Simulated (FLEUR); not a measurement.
# Magnetic state of KMnF3 from several starts

A self-consistent run ends on one state, which hangs on the start. Several orders of KMnF3 are started in FLEUR and their energies compared.

Method: LDA (VWN) with U = 4.9 eV, J = 0.9 eV on Mn d; all-electron FLAPW, Dirac cores, scalar-relativistic bands, in FLEUR MaX-R8.1.

### Step 1. Set-up

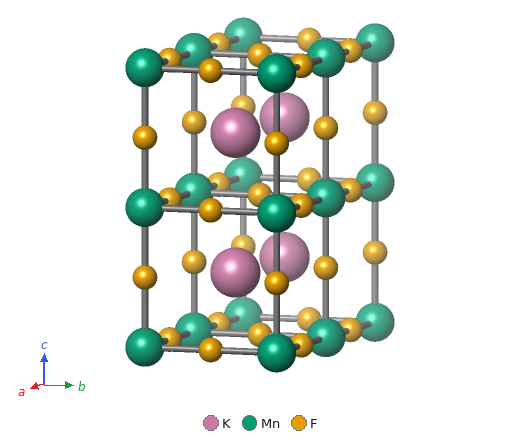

The cell as given, slightly off an axis (potassium pink, manganese teal, fluorine orange). 2×1×2 cells are drawn. Some periodic images of atoms are drawn too.

As a file:

```
K Mn F
1.0
     4.18930    0.00000    0.00000
     0.00000    4.18930    0.00000
     0.00000    0.00000    4.18930
K Mn F
1 1 3
Direct
  0.50000 0.50000 0.50000
  0.00000 0.00000 0.00000
  0.50000 0.00000 0.00000
  0.00000 0.50000 0.00000
  0.00000 0.00000 0.50000
```

### Step 2. Start 1: ferro +

The parallel start is the test of whether parallel moments hold. The U counters the self-interaction that shrinks the moments of a localised shell.

inpgen writes inp.xml from crystal.txt; cutoffs, mixing, functional, smearing and local orbitals are then set in the file. The k list default-1 (kpts.xml, not shown) is a Γ-centred 6×6×6 mesh; where the ranks do not divide the number of points, some are split in two of half the weight.

Contents of inp.xml:

```
<?xml version="1.0" encoding="UTF-8" standalone="no"?>
<fleurInput fleurInputVersion="0.39">
   <comment>
      KMnF3
   </comment>
   <calculationSetup>
      <cutoffs Kmax="4.32" Gmax="13.0" GmaxXC="13.0" numbands="0"/>
      <scfLoop itmax="130" minDistance="0.0001" maxIterBroyd="15" imix="Anderson" alpha="0.05" precondParam="0.0" spinf="2.0" sdNocoIR="T"/>
      <coreElectrons ctail="T" frcor="F" kcrel="0" coretail_lmax="0"/>
      <xcFunctional name="vwn" relativisticCorrections="F"/>
      <magnetism jspins="2"/>
      <soc l_soc="F" theta="0.0" phi="0.0" spav="F"/>
      <expertModes spex="0" secvar="F"/>
      <geometryOptimization l_f="F" forcealpha="1.0" forcemix="BFGS" epsdisp="0.00001" epsforce="0.00001"/>
      <ldaU l_linMix="F" mixParam="0.05" spinf="1.0"/>
   </calculationSetup>
   <cell>
      <bzIntegration valenceElectrons="45.0" mode="hist" fermiSmearingEnergy="0.00293995">
         <kPointListSelection listName="default-1"/>
         <xi:include xmlns:xi="http://www.w3.org/2001/XInclude" href="kpts.xml"> </xi:include>
      </bzIntegration>
      <xi:include xmlns:xi="http://www.w3.org/2001/XInclude" href="sym.xml"> </xi:include>
      <bulkLattice scale="1.0">
         <bravaisMatrix>
            <row-1>    7.9166296537867797     0.0000000000000000     0.0000000000000000</row-1>
            <row-2>    0.0000000000000000     7.9166296537867797     0.0000000000000000</row-2>
            <row-3>    0.0000000000000000     0.0000000000000000     7.9166296537867797</row-3>
         </bravaisMatrix>
      </bulkLattice>
   </cell>
   <atomSpecies>
      <species name="Potassium (K)" element="K" atomicNumber="19">
         <mtSphere radius="2.8" gridPoints="925" logIncrement="0.013"/>
         <atomicCutoffs lmax="10" lnonsphr="8"/>
         <electronConfig flipSpins="F">
            <coreConfig>(1s1/2) (2s1/2) (2p1/2) (2p3/2)</coreConfig>
            <valenceConfig>(3s1/2) (3p1/2) (3p3/2) (4s1/2)</valenceConfig>
            <stateOccupation state="(4s1/2)" spinUp="0.500000" spinDown="0.500000"/>
         </electronConfig>
         <energyParameters s="4" p="4" d="3" f="4"/>
         <lo type="SCLO" l="0" n="3" eDeriv="0"/>
         <lo type="SCLO" l="1" n="3" eDeriv="0"/>
      </species>
      <species name="Manganese 4.502" element="Mn" atomicNumber="25">
         <mtSphere radius="2.47" gridPoints="817" logIncrement="0.015"/>
         <atomicCutoffs lmax="10" lnonsphr="8"/>
         <electronConfig flipSpins="F">
            <coreConfig>(1s1/2) (2s1/2) (2p1/2) (2p3/2)</coreConfig>
            <valenceConfig>(3s1/2) (3p1/2) (3p3/2) (4s1/2) (3d3/2) (3d5/2)</valenceConfig>
            <stateOccupation state="(3d3/2)" spinUp="1.751" spinDown="0.249"/>
            <stateOccupation state="(3d5/2)" spinUp="3.0" spinDown="0.0"/>
         </electronConfig>
         <energyParameters s="4" p="4" d="3" f="4"/>
         <ldaU l="2" U="4.9" J="0.9" l_amf="F"/>
         <lo type="SCLO" l="0" n="3" eDeriv="0"/>
         <lo type="SCLO" l="1" n="3" eDeriv="0"/>
      </species>
      <species name="Fluorine (F)" element="F" atomicNumber="9">
         <mtSphere radius="1.39" gridPoints="461" logIncrement="0.023"/>
         <atomicCutoffs lmax="6" lnonsphr="4"/>
         <electronConfig flipSpins="F">
            <coreConfig>(1s1/2)</coreConfig>
            <valenceConfig>(2s1/2) (2p1/2) (2p3/2)</valenceConfig>
            <stateOccupation state="(2p1/2)" spinUp="0.833333" spinDown="0.833333"/>
            <stateOccupation state="(2p3/2)" spinUp="1.666667" spinDown="1.666667"/>
         </electronConfig>
         <energyParameters s="2" p="2" d="3" f="4"/>
      </species>
   </atomSpecies>
   <atomGroups>
      <atomGroup species="Potassium (K)">
         <relPos label="                   1">1.000/2.000 1.000/2.000 1.000/2.000</relPos>
         <force calculate="T" relaxXYZ="TTT"/>
      </atomGroup>
      <atomGroup species="Manganese 4.502">
         <relPos label="                   2">.0000000000 .0000000000 .0000000000</relPos>
         <force calculate="T" relaxXYZ="TTT"/>
      </atomGroup>
      <atomGroup species="Fluorine (F)">
         <relPos label="                   3">1.000/2.000 .0000000000 .0000000000</relPos>
         <relPos label="                   4">.0000000000 1.000/2.000 .0000000000</relPos>
         <relPos label="                   5">.0000000000 .0000000000 1.000/2.000</relPos>
         <force calculate="T" relaxXYZ="TTT"/>
      </atomGroup>
   </atomGroups>
   <output dos="F" band="F" slice="F">
      <bandDOS minEnergy="-.5*Htr" maxEnergy="0.5*Htr" sigma="0.015" storeEVData="T"/>
      <plotting iplot="0" polar="F">
         <plot TwoD="T" vec1="  1.0  0.0  0.0" vec2="  0.0  1.0  0.0" vec3="  0.0  0.0  1.0" zero="  0.0  0.0  0.0" file="plot"/>
      </plotting>
      <moessbauerParams electricFieldGradient="F" isomerShift="F" coreHyperfine="F" valenceHyperfine="F"/>
   </output>
</fleurInput>
```

Contents of crystal.txt:

```
KMnF3
&input film=F cartesian=F /
4.18930000000  0.00000000000  0.00000000000
0.00000000000  4.18930000000  0.00000000000
0.00000000000  0.00000000000  4.18930000000
1.8897261246
1.0 1.0 1.0

5
19 0.50000000000  0.50000000000  0.50000000000
25 0.00000000000  0.00000000000  0.00000000000 : 4.502
9 0.50000000000  0.00000000000  0.00000000000
9 0.00000000000  0.50000000000  0.00000000000
9 0.00000000000  0.00000000000  0.50000000000

&kpt div1=6 div2=6 div3=6 gamma=T /
```

Run with:

```console
$ OMP_NUM_THREADS=1 inpgen -f crystal.txt > inpgen.log  # inp.xml is then edited as shown
$ OMP_NUM_THREADS=1 mpirun -n 4 fleur_MPI > fleur.log
```

The log of the run:

```text
Welcome to FLEUR        (www.flapw.de)
      MaX-Release 8.1          (www.max-centre.eu)

 ========== k-point set info ==========
 Selected k-point list: default-1
 k-point list type: mesh
 6 x 6 x 6
 Number of k points: 20

 ------------Calculation Setup---------------------------
 Number of MPI-tasks      :            4
 Number of PE/node        :            4
 Number of OMP-threads    :            1
 k-points in parallel     :            4
 pe's per k-point         :            1
 No of k-point loops      :            5
 Eigenvalue solver        :       lapack
 Number of basis functions:          721
 Approximate size of matrices (H+S) per k-point:         0.008 GB
 --------------------------------------------------------
 no density matrix found ... skipping LDA+U
 Reset of history
 Iteration:     1   Distance:      12.47199683 me/bohr^3
 Iteration:     2   Distance:      11.23499163 me/bohr^3
 Iteration:     3   Distance:       9.88751525 me/bohr^3
 Iteration:     4   Distance:       5.68774327 me/bohr^3
 Iteration:     5   Distance:       4.43206703 me/bohr^3
 Iteration:     6   Distance:       1.54651342 me/bohr^3
 Iteration:     7   Distance:       0.38604102 me/bohr^3
 Iteration:     8   Distance:       0.71505024 me/bohr^3
 Iteration:     9   Distance:       0.05110708 me/bohr^3
 Iteration:    10   Distance:       0.04840215 me/bohr^3
 Iteration:    11   Distance:       0.01436548 me/bohr^3
 Iteration:    12   Distance:       0.02031225 me/bohr^3
 Iteration:    13   Distance:       0.00262972 me/bohr^3
 Iteration:    14   Distance:       0.00033152 me/bohr^3
 Iteration:    15   Distance:       0.00030646 me/bohr^3
 Iteration:    16   Distance:       0.00003049 me/bohr^3

 ********************************************************************
 Run finished successfully
 Stop message:
   all done
 ********************************************************************

--- out.xml (last complete iteration) ---
<iteration numberForCurrentRun="   16" overallNumber="   16">
         [... left out ...]
         <bandgap value="2.3340680764" units="eV"/>
         <sumValenceSingleParticleEnergies value="-21.3729245922" units="Htr"/>
         <FermiEnergy value="0.1781543528" units="Htr"/>
         <valenceDensity>
            <mtCharges spin="1">
               <mtCharge atomType="1" total="3.9599541" s="1.0038471" p="2.9210786" d="0.0271894" f="0.0056208"/>
               <mtCharge atomType="2" total="9.2484918" s="1.1300771" p="3.1632111" d="4.8840158" f="0.0467629"/>
               <mtCharge atomType="3" total="2.8186417" s="0.8002097" p="2.0163598" d="0.0017662" f="0.0002529"/>
            </mtCharges>
            <mtCharges spin="2">
               <mtCharge atomType="1" total="3.9598695" s="1.0041530" p="2.9212071" d="0.0270086" f="0.0054364"/>
               <mtCharge atomType="2" total="4.5443660" s="1.1038481" p="3.1385726" d="0.2331259" f="0.0449104"/>
               <mtCharge atomType="3" total="2.7725760" s="0.7953469" p="1.9769418" d="0.0002152" f="0.0000573"/>
            </mtCharges>
            <spinDependentCharge spin="1" total="25.0000000" interstitial="3.3356291" mtSpheres="21.6643709"/>
            <spinDependentCharge spin="2" total="20.0000000" interstitial="3.1780365" mtSpheres="16.8219635"/>
            <totalCharge value="45.0000000000"/>
         </valenceDensity>
         [... left out ...]
         <allElectronCharges>
            <spinDependentCharge spin="1" total="38.0000000" interstitial="3.3356288" mtSpheres="34.6643712"/>
            <spinDependentCharge spin="2" total="33.0000000" interstitial="3.1780362" mtSpheres="29.8219638"/>
            <totalCharge value="70.9999999959"/>
         </allElectronCharges>
         <magneticMomentsInMTSpheres units="muBohr">
            <globalMagMoment atomType="1" vec="0.00000   0.00000   0.00008"/>
            <localMagMoment atomType="1" vec="0.00000   0.00000   0.00008"/>
            <globalMagMoment atomType="2" vec="0.00000   0.00000   4.70413"/>
            <localMagMoment atomType="2" vec="0.00000   0.00000   4.70413"/>
            <globalMagMoment atomType="3" vec="0.00000   0.00000   0.04607"/>
            <localMagMoment atomType="3" vec="0.00000   0.00000   0.04607"/>
         </magneticMomentsInMTSpheres>
         <moessbauerParams unitsHFF="kG" unitsIS="e/bohr^3" unitsEFG="Htr/bohr^2">
         </moessbauerParams>
         <totalEnergy value="    -2055.3557025927" units="Htr">
            <sumOfEigenvalues value="    -1165.1498320767">
               <coreElectrons value="-1143.7769074845"/>
               <valenceElectrons value="-21.3729245922"/>
            </sumOfEigenvalues>
            <densityCoulombPotentialIntegral value="-3088.8823729372"/>
            <densityEffectivePotentialIntegral value="-3236.5303218225"/>
            <chargeDenXCDenIntegral value="-111.6863336829"/>
            <FockExchangeEnergyValence value="0.0000000000"/>
            <FockExchangeEnergyCore value="0.0000000000"/>
            <atomTypeDependentContributions atomType="1">
               <electronNucleiInteractionDifferentMTs value="713.3512004476"/>
               <MadelungTerm value="-6.1812588978"/>
            </atomTypeDependentContributions>
            <atomTypeDependentContributions atomType="2">
               <electronNucleiInteractionDifferentMTs value="1379.4664071358"/>
               <MadelungTerm value="-8.6705640290"/>
            </atomTypeDependentContributions>
            <atomTypeDependentContributions atomType="3">
               <electronNucleiInteractionDifferentMTs value="347.6247853501"/>
               <MadelungTerm value="-15.6664599175"/>
            </atomTypeDependentContributions>
            <dftUCorrection value="-0.3520035908"/>
            <tkbTimesEntropy value="0.0000000000"/>
            <freeEnergy value="-2055.3557025927"/>
            <extrapolationTo0K value="-2055.3557025927"/>
         </totalEnergy>
         <ldaUDensityMatrix>
            <densityMatrixFor spin="1" atomType="2" uIndex="1" l="2" U="4.90000000" J="0.90000000">
               (+0.98157,+0.00000) (+0.00000,+0.00000) (+0.00000,+0.00000) (+0.00000,+0.00000) (+0.02383,+0.00000)
               (+0.00000,+0.00000) (+0.95774,+0.00000) (+0.00000,+0.00000) (+0.00000,+0.00000) (+0.00000,+0.00000)
               (+0.00000,+0.00000) (+0.00000,+0.00000) (+1.00540,+0.00000) (+0.00000,+0.00000) (+0.00000,+0.00000)
               (+0.00000,+0.00000) (+0.00000,+0.00000) (+0.00000,+0.00000) (+0.95774,+0.00000) (+0.00000,+0.00000)
               (+0.02383,+0.00000) (+0.00000,+0.00000) (+0.00000,+0.00000) (+0.00000,+0.00000) (+0.98157,+0.00000)
            </densityMatrixFor>
            <densityMatrixFor spin="2" atomType="2" uIndex="1" l="2" U="4.90000000" J="0.90000000">
               (+0.05299,+0.00000) (+0.00000,+0.00000) (+0.00000,+0.00000) (+0.00000,+0.00000) (+0.03183,+0.00000)
               (+0.00000,+0.00000) (+0.02116,+0.00000) (+0.00000,+0.00000) (+0.00000,+0.00000) (+0.00000,+0.00000)
               (+0.00000,+0.00000) (+0.00000,+0.00000) (+0.08483,+0.00000) (+0.00000,+0.00000) (+0.00000,+0.00000)
               (+0.00000,+0.00000) (+0.00000,+0.00000) (+0.00000,+0.00000) (+0.02116,+0.00000) (+0.00000,+0.00000)
               (+0.03183,+0.00000) (+0.00000,+0.00000) (+0.00000,+0.00000) (+0.00000,+0.00000) (+0.05299,+0.00000)
            </densityMatrixFor>
         </ldaUDensityMatrix>
         <ldaUDensityMatrixConvergence>
            <distance spin="1" distance="0.000001"/>
            <distance spin="2" distance="0.000001"/>
         </ldaUDensityMatrixConvergence>
         <densityConvergence units="me/bohr^3">
            <chargeDensity spin="1" distance="0.0000234924"/>
            <chargeDensity spin="2" distance="0.0000148229"/>
            <overallChargeDensity distance="0.0000247669"/>
            <spinDensity distance="0.0000304929"/>
         </densityConvergence>
      </iteration>
```

Wall time 44 s (4 MPI ranks of Arm Neoverse V1, shared host); peak memory 0.3 GiB.

Spin moment in the muffin-tin sphere by atom:

```csv
atom,spin moment in the muffin-tin sphere (μB)
K1,0.00
Mn2,4.70
F3,0.05
F4,0.05
F5,0.05
```

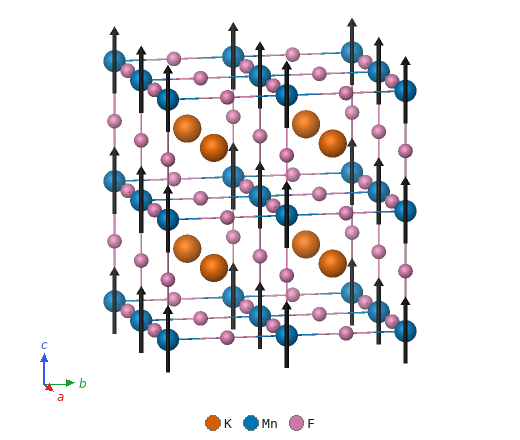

Spin moment in the muffin-tin sphere as arrows, the longest 4.70 μB. Up and down stand for the sign. Arrows give size and sign along the axis of quantisation, drawn up and down the page. 2×2×2 cells are drawn. Some periodic images of atoms are drawn too.

Read from the output:

```yaml
free_energy: -55929.0779 eV
program_s_band_gap_on_this_mesh_in_a_metal_only_a_level_spacing: 2.334 eV
magnetization: 5 μB
final_state: ferromagnetic
```

After 16 cycles the largest moment stands at 4.70 μB.

(Continued in part 2 of 3.)

[Logs and program files are shortened in this print: banners, set-up blocks, solver, clock and traceback lines can be left out without a mark of their own.]

[Logs are printed without paths, hosts, clocks, repeated set-up lines and the standing remarks that a program may print on its own settings, such as how far it seeks lower states.]

[Hosts, paths, dates, database ids (printed as entryN), source tags and the programs' standing remarks are cut or masked in the printed files.]

[Where a cell is said to come from a database of computed structures, the database is the Materials Project.]
